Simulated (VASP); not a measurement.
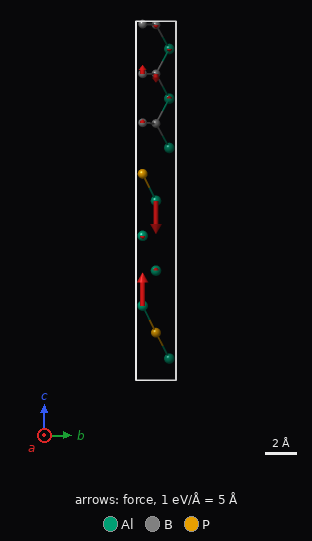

Starting geometry of a crystal of Al4B3P (a generated structure, set up in P-3m1) with the computed forces as red arrows. The picture is a ball-and-stick view of the cell of the calculation (origin shifted), seen along the a axis.

The run lets cell and atoms move.

All numbers below come from VASP, Kohn-Sham DFT of a periodic cell, PBE, VASP PAW PBE potentials, recommended.

Input
```
SYSTEM = Al4B3P
ALGO = Normal
EDIFF = 1E-6
EDIFFG = -0.01
ENCUT = 520
GGA = PE
IBRION = 2
ISIF = 3
ISMEAR = 0
KPAR = 8
LASPH = .True.
LCHARG = .False.
LREAL = .False.
LWAVE = .False.
NELM = 120
NSW = 90
PREC = Accurate
SIGMA = 0.1
```

Run as
```bash
cat potpaw_PBE.64/Al/POTCAR potpaw_PBE.64/B/POTCAR potpaw_PBE.64/P/POTCAR > POTCAR
mpirun -np 8 vasp_std > vasp.out
```

Q: Is this structure relaxed? If not, where do the atoms go?

A: It isn't relaxed: the largest force vector, on Al atoms, is 0.44 eV/Å. The final displacements follow the starting forces only in part (cosine between the two patterns 0.83). Over 20 geometry steps the energy falls by 5.4 meV per atom. The largest force component goes from 0.44 to 0.007 eV/Å. Pressure: −0.16 GPa at the start and 0.01 GPa at the end. The largest moves relative to the cell, 0.15 Å, are those of Al atoms. Largest moves by element: Al 0.15 Å, P 0.07 Å, B 0.02 Å. Cell: a = b 3.058 → 3.039 Å (−0.6 %), c 23.765 → 23.812 Å (+0.2 %). Volume −1.0 %. Among the contacts that change: Al–P 2.511 → 2.563 Å, Al–P 2.460 → 2.490 Å, Al–B 2.412 → 2.400 Å, B–B 1.765 → 1.755 Å. Among the angles between lasting bonds that change: Al–P–Al 75.0° → 72.7°, P–Al–P 75.0° → 72.7°. The space group stays P-3m1 (No. 164). It ran on 8 threads of AMD EPYC 9R45 (Zen 5), with other jobs on the host.
